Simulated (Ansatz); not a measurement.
## BiB (model cell, started as rocksalt type): the cell at rest

Task: relax BiB (model cell, started as rocksalt type) tightly.

Main program and level: Ansatz 0.2.0; DFT PBEsol, scalar-relativistic, plane waves, PAW.

The structure was built from a prototype and need not be the compound's stable phase.

**1. The structure**

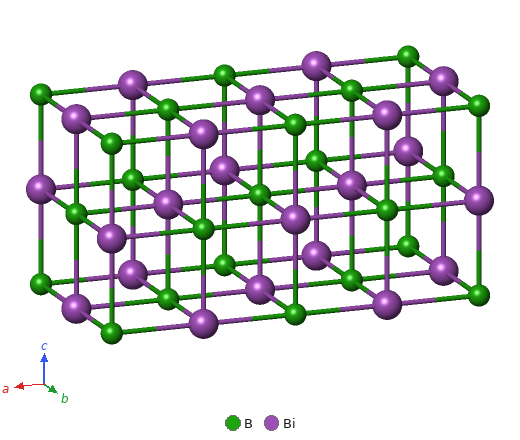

The starting structure, seen from a free direction (boron green, bismuth purple). 2×1×1 cells are drawn. This picture shows the conventional cell, with its axes. Some periodic images of atoms are drawn too.

**2. A coarse first look**

First a cheap look: the gap decides the mesh and the occupations, the pressure tells how far the cell has to move.

input.yaml

```yaml
crystal:
  lattice:
    - [0.0, 2.6, 2.6]
    - [2.6, 0.0, 2.6]
    - [2.6, 2.6, 0.0]
  atoms:
    - { symbol: B, position: [0.0, 0.0, 0.0] }
    - { symbol: Bi, position: [0.5, 0.5, 0.5] }
kpoints:
  mp_grid: { grid: [6, 6, 6] }
hamiltonian:
  xc: pbesol
scf:
  occupations: { method: gaussian, width: 0.1 }
output:
  forces: true
  stress: true
  eigenvalues: true
```

Started as:

```console
> ansatz run input.yaml --threads 4 --pin off --max-ram 7168MiB --backend cpu --events-out ev --progress --plain --runs-dir out
```

Numbers of over 12 decimals in the logs are rounded to 6 here.

What it wrote:

```text
Engine: ansatz 0.2.0, aarch64-unknown-linux-gnu
Pseudopotentials: kind: paw
Pseudopotential: B, paw, valence charge 3, recommended cutoff 420 eV (normal), B.paw.azcp
Pseudopotential: Bi, paw, valence charge 15, recommended cutoff 420 eV (normal), Bi.paw.azcp
Functional definition: PBEsol
  exchange = pbesol_x
  correlation = pbesol_c
Crystal: 2 atoms, lattice volume = 35.152 Å³
[...]
--- Band table (eV; the first three rows and the last of 16) ---
  k-point 0: bands = [... 5 lower, -1.9078, 12.4626, 12.4626, 12.4626, 13.0386, 19.3693, 19.3693, 19.3693]
  k-point 1: bands = [... 5 lower, -1.4629, 9.4896, 12.5723, 12.5723, 14.7940, 17.7183, 17.8732, 17.8732]
  k-point 2: bands = [... 5 lower, -0.1902, 6.0625, 12.9941, 12.9941, 15.2982, 15.7534, 15.7534, 16.2572]
  k-point 15: bands = [... 5 lower, 2.2462, 6.6238, 6.7685, 8.3666, 13.0498, 18.2421, 18.2619, 20.9658]
[key lines of the parts left out:]
SCF converged after 6 iterations
Free energy (F): -12392.346668 eV
Fermi energy:    12.565724 eV
P = ⅓ Tr σ = 0.7891 GPa (7.891 kbar)
```

The job ended after 0.39 s (4 threads of Arm Neoverse V1, shared host; peak memory 0.28 GiB; 0.94 s of CPU time).

This step gave:

```
pressure          : 0.7891 GPa
volume per atom   : 17.58 Å³
gap on the k-mesh : 0 eV
```

The coarse mesh shows no gap and a pressure of 0.8 GPa.

**3. Bringing the structure to rest**

Harmonic phonons are second derivatives at a point where the forces vanish, and they are wanted at zero stress, so atoms and cell are relaxed first.

input.yaml, the sections that differ from step 2:

```yaml
kpoints:
  mp_grid: { grid: [12, 12, 12] }
relax:
  adjacent_minimum: "off"
  f_tol: 0.005
  max_steps: 80
  cell: { stress_tol: 0.05 }
# crystal, hamiltonian, scf, output: as in step 2
```

What it wrote:

```text
[...]
Crystal: 2 atoms, lattice volume = 35.152 Å³
Basis set: ecut = 420 eV, 701 PW (Γ), exchange–correlation on 50×50×50 points (8 copies of the dense FFT grid, shifted against one another)
Bands: 13, of which v1, the nominal top of the filled ones, is band 9 counted from 1 (8 counted from 0)
Symmetry: 48 space group operations
[...]
k-points: 72 of 1728
[...]
SCF iter   1: F=—  HF=-12392.381293 eV  |F-HF|=—  |Δ(HF+E_count)|=         —  Δρ=5.37e-3  dr2=1.63e-2  ethr=1.77e-3  ⟨swp⟩=5.1  Hψ=4594  notcnv=0
[...]
SCF iter   6: F=-12392.375751 eV  HF=-12392.375751 eV  |F-HF|=6.93e-9  |Δ(HF+E_count)|=   9.40e-8  Δρ=7.38e-6  dr2=1.98e-8  ethr=5.56e-10  ⟨swp⟩=7.3  Hψ=4928  notcnv=0
SCF 1 converged in 6 iterations: F = -12392.375751 eV  dr2 = 1.98e-8
[...]
relax step   1: F+E_penalty+E_count = -12392.37575090 eV  Δ(F+E_penalty+E_count) = +0.000e0 eV  max|allowed force component| = 4.697e-29 eV/Å  Δτ_max = 0.0000 Å  P = +0.420 GPa  Ω = 35.152 Å³  (6 SCF iters, dr2 threshold 1.00e-7 eV, accepted)
Crystal: 2 atoms, lattice volume = 35.499 Å³
Basis set: ecut = 420 eV, 725 PW (Γ), exchange–correlation on 50×50×50 points (8 copies of the dense FFT grid, shifted against one another)
[...]
iter 1 solved again at ethr=2.63e-6 eV; its pass at ethr=3.10e-3 eV (dr2=4.74e-4 eV) is discarded
[...]
SCF iter   4: F=-12392.375506 eV  HF=-12392.375506 eV  |F-HF|=1.29e-8  |Δ(HF+E_count)|=   3.66e-7  Δρ=1.77e-5  dr2=1.41e-7  ethr=1.11e-9  ⟨swp⟩=6.7  Hψ=4656  notcnv=0
SCF 2 converged in 4 iterations: F = -12392.375506 eV  dr2 = 1.41e-7
relax step   2: F+E_penalty+E_count = -12392.37550636 eV  Δ(F+E_penalty+E_count) = +2.445e-4 eV  max|allowed force component| = 3.374e-29 eV/Å  Δτ_max = 0.0000 Å  P = -0.488 GPa  Ω = 35.499 Å³  energy of the carried Pulay correction = -1.616e-4 eV  (4 SCF iters, dr2 threshold 2.00e-7 eV, rejected (line search))
Crystal: 2 atoms, lattice volume = 35.312 Å³
[...]
SCF iter   7: F=-12392.375883 eV  HF=-12392.375883 eV  |F-HF|=5.46e-12  |Δ(HF+E_count)|=  5.46e-12  Δρ=4.27e-8  dr2=4.36e-13  ethr=1.00e-12  ⟨swp⟩=6.0  Hψ=4090  notcnv=0
SCF 3 converged in 7 iterations: F = -12392.375883 eV  dr2 = 4.36e-13
relax step   3: F+E_penalty+E_count = -12392.37588273 eV  Δ(F+E_penalty+E_count) = -1.318e-4 eV  max|allowed force component| = 6.345e-29 eV/Å  Δτ_max = 0.0000 Å  P = -0.004 GPa  Ω = 35.312 Å³  energy of the carried Pulay correction = -7.448e-5 eV  (7 SCF iters, accepted)
[...]
SCF iter   1: F=—  HF=-12392.375955 eV  |F-HF|=—  |Δ(HF+E_count)|=         —  Δρ=6.77e-6  dr2=2.74e-9  ethr=2.23e-7  ⟨swp⟩=3.2  Hψ=7554  notcnv=0
eigensolver tolerance schedule: the retry pair's looser diagonalisation over-reported the residual by 14624.22 of it (diagonalisation noise at an unbounded share of the residual, at the tolerance the schedule requests for it); recorded, not acted on — ethr = c·dr2/N_el stays at c = 1.0e-1
[...]
SCF iter   2: F=—  HF=-12392.375959 eV  |F-HF|=—  |Δ(HF+E_count)|=   4.42e-6  Δρ=3.70e-6  dr2=7.15e-10  ethr=1.52e-11  ⟨swp⟩=3.3  Hψ=2129  notcnv=0
SCF iter   3: F=-12392.375959 eV  HF=-12392.375959 eV  |F-HF|=1.09e-11  |Δ(HF+E_count)|=   1.24e-9  Δρ=5.18e-7  dr2=1.69e-11  ethr=1.00e-12  ⟨swp⟩=6.7  Hψ=5982  notcnv=0
SCF 4 converged in 3 iterations: F = -12392.375959 eV  dr2 = 1.69e-11
relax step   4: F+E_penalty+E_count = -12392.37595915 eV  Δ(F+E_penalty+E_count) = -7.642e-5 eV  max|allowed force component| = 4.436e-29 eV/Å  Δτ_max = 0.0000 Å  P = -0.003 GPa  Ω = 35.312 Å³  stress off target by 2.84e-3 GPa  SCF on the basis re-selected at this cell (its energy is not comparable with the rows above)  (3 SCF iters)
basis re-selected at this cell: Δ(F+E_penalty+E_count) = -7.642e-5 eV, ΔP = +0.001 GPa vs the last step (what re-selecting the basis moved, of the pressure what is left beyond the Pulay correction that the steps carried, after the strain that the cell walked since its last selection, with what the two solves' SCF thresholds leave and, on support functions, any second-order correction that the steps lacked; it is no m [...]
SCF converged after 3 iterations
Free energy (F): -12392.375959 eV
[...]
Internal energy: -12392.370794 eV  (E = F + TS)
E sigma→0 (E₀):  -12392.373376 eV
Entropy (-TS):   -0.005166 eV (-2.583 meV/atom)
Fermi energy:    12.495796 eV
[...]
--- Stress (GPa, compression-positive) ---
       -0.002841      -0.000000      -0.000000
       -0.000000      -0.002841      -0.000000
       -0.000000      -0.000000      -0.002841
  P = ⅓ Tr σ = -0.0028 GPa (-0.028 kbar)
--- Band table (eV; the first three rows and the last of 72) ---
  k-point 0: bands = [... 5 lower, -1.9467, 12.3976, 12.3976, 12.3976, 12.9254, 19.2622, 19.2622, 19.2622]
  k-point 1: bands = [... 5 lower, -1.8355, 11.1134, 12.4228, 12.4228, 13.9006, 18.6430, 18.7823, 18.7823]
  k-point 2: bands = [... 5 lower, -1.5041, 9.4158, 12.5063, 12.5063, 14.6954, 17.6305, 17.7763, 17.7763]
  k-point 71: bands = [... 5 lower, 2.2362, 6.2206, 7.4425, 7.4425, 14.6527, 16.3780, 19.6485, 19.6485]
--- Relaxed structure (3 steps of the walk, 2 accepted, 1 SCFs on fresh bases) ---
  F+E_penalty+E_count = -12392.37595915 eV   max|allowed force component| = 4.436e-29 eV/Å   (the final SCF, on the basis selected at the relaxed cell)
  cell:  # Å, volume = 35.3115 Å³
    - [0, 2.603928, 2.603928]
    - [2.603928, 0, 2.603928]
    - [2.603928, 2.603928, 0]
  atoms:
    - { symbol: B, position: [0, 0, 0] }
    - { symbol: Bi, position: [0.5, 0.5, 0.5] }
```

Elapsed: 2.8 s, on 4 threads; peak memory 0.34 GiB; 9.6 s of CPU time.

The steps of the relaxation:

```csv
step,energy less that of the first step (eV),largest force component (eV/Å),pressure (GPa),volume (Å³)
1,0.0000,0.0000,0.42,35.15
2,0.0002,0.0000,-0.49,35.50
3,-0.0001,0.0000,0.00,35.31
4*,-0.0002,0.0000,0.00,35.31
```

Relaxation steps marked * repeat the geometry before them on a plane-wave basis chosen anew for their cell, so energy and pressure can jump there. Relaxation step 2 was tried and not accepted.

The run keeps the 48 symmetry operations that it works with, so distortions that break them were not tested.

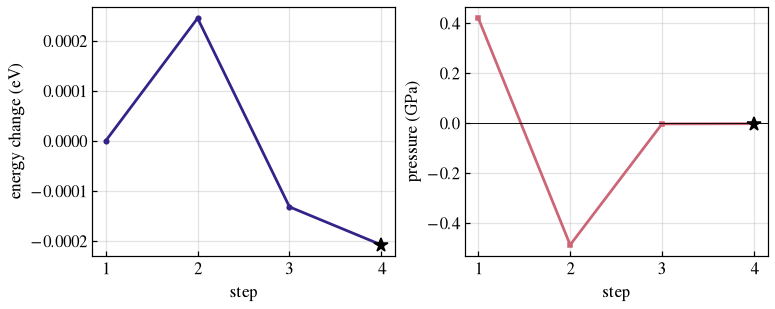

Energy and pressure along the relaxation. Stars mark steps on a basis chosen anew.

```csv
"conventional cell, symmetrised",before,after,change
a (Å),5.200,5.208,+0.2 %
b (Å),5.200,5.208,+0.2 %
c (Å),5.200,5.208,+0.2 %
volume (Å³/atom),17.58,17.66,+0.5 %
```

Final coordinates:

```cif
data_structure
_symmetry_space_group_name_H-M 'P 1'
_symmetry_Int_Tables_number 1
_cell_length_a 3.6825
_cell_length_b 3.6825
_cell_length_c 3.6825
_cell_angle_alpha 60.000
_cell_angle_beta 60.000
_cell_angle_gamma 60.000
_cell_volume 35.31
loop_
_atom_site_label
_atom_site_type_symbol
_atom_site_fract_x
_atom_site_fract_y
_atom_site_fract_z
_atom_site_occupancy
B1 B 0.00000 0.00000 0.00000 1
Bi2 Bi 0.50000 0.50000 0.50000 1
```

This step gave:

```yaml
pressure: -0.002841 GPa
volume_per_atom: 17.66 Å³
```

In this step the volume went from 17.58 to 17.66 Å³/atom.

**4. Tight relaxation**

Phonons need a cell at rest on their own settings, so the relaxation is repeated with tight tolerances on forces and stress, using the mesh and the filling of the phonon run that follows.

input.yaml, the sections that differ from step 3:

```yaml
crystal:
  lattice:
    - [0.0, 2.6039275238, 2.6039275238]
    - [2.6039275238, 0.0, 2.6039275238]
    - [2.6039275238, 2.6039275238, 0.0]
  atoms:
    - { symbol: B, position: [0.0, 0.0, 0.0] }
    - { symbol: Bi, position: [0.5, 0.5, 0.5] }
scf:
  occupations: { method: methfessel_paxton, width: 0.15 }
relax:
  adjacent_minimum: "off"
  f_tol: 0.001
  max_steps: 60
  cell: { stress_tol: 0.01 }
# kpoints, hamiltonian, output: as in step 3
```

What it wrote:

```text
[...]
Crystal: 2 atoms, lattice volume = 35.312 Å³
Basis set: ecut = 420 eV, 701 PW (Γ), exchange–correlation on 50×50×50 points (8 copies of the dense FFT grid, shifted against one another)
Bands: 13, of which v1, the nominal top of the filled ones, is band 9 counted from 1 (8 counted from 0)
Symmetry: 48 space group operations
[...]
k-points: 72 of 1728
[...]
k-point 71: bands = [... 5 lower, 2.2363, 6.2206, 7.4425, 7.4425, 14.6526, 16.3780, 19.6484, 19.6484]
--- Relaxed structure (1 steps of the walk, 1 accepted, 1 SCFs on fresh bases) ---
[...]
cell:  # Å, volume = 35.3115 Å³
    - [0.0, 2.6039275238, 2.6039275238]
    - [2.6039275238, 0.0, 2.6039275238]
    - [2.6039275238, 2.6039275238, 0.0]
  atoms:
    - { symbol: B, position: [0.0, 0.0, 0.0] }
    - { symbol: Bi, position: [0.500000, 0.500000, 0.500000] }
[key lines of the parts left out:]
SCF converged after 6 iterations
Free energy (F): -12392.373357 eV
Fermi energy:    12.499339 eV
P = ⅓ Tr σ = -0.0029 GPa (-0.029 kbar)
```

Wall time 1.6 s (4 threads); peak memory 0.34 GiB.

Little changed from the start: no atom moved by 0.005 Å and no cell edge by 0.1 %.

Numbers from this step:

```yaml
pressure: -0.002921 GPa
```

The forces vanish by symmetry and the pressure is -0.003 GPa, within the tolerances set. The cell now holds 17.66 Å³/atom.

**5. Summary of results**

```json
{
 "space group after relaxation (within 0.01 Å)": "Fm-3m",
 "lattice constant a": "5.208 Å",
 "lattice constant b": "5.208 Å",
 "lattice constant c": "5.208 Å",
 "volume per atom": "17.7 Å³"
}
```

In words: The forces vanish by symmetry and the pressure is -0.003 GPa, within the tolerances set. The cell now holds 17.66 Å³/atom. The relaxation keeps the symmetry of its start, so it says nothing on stability against lower symmetry. Spin-orbit coupling is left out, which can matter for the heavy elements here. The starting cell was built on a prototype and not taken from a measurement, so the phase need not exist.

[Logs are printed without paths, hosts, clocks, repeated set-up lines and the standing remarks that a program may print on its own settings, such as how far it seeks lower states.]

[Hosts, paths, dates, database ids (printed as entryN), source tags and the programs' standing remarks are cut or masked in the printed files.]
